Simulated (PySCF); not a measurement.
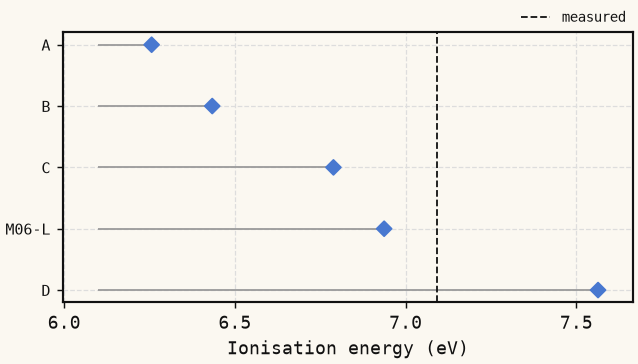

The ionisation energy of neutral molybdenum ([Kr] 4d⁵ 5s → [Kr] 4d⁵) by several methods, in rising order. PySCF, aug-cc-pVDZ-PP with a 28-electron core potential, unrestricted single determinants, no spin-orbit coupling. Methods marked “valence” freeze 8 core electrons. The lettered entries are HF, MP2 valence, SCS-MP2 valence and r2SCAN in some order.

> Which letter is which method?

A is HF (6.26 eV); B is SCS-MP2 valence (6.43 eV); C is MP2 valence (6.79 eV); D is r2SCAN (7.56 eV). The values run from 6.26 eV (HF) to 7.56 eV (r2SCAN). The measured value is 7.09 eV; nearest to it come M06-L (−0.16) and MP2 valence (−0.30), furthest HF (−0.84 eV).
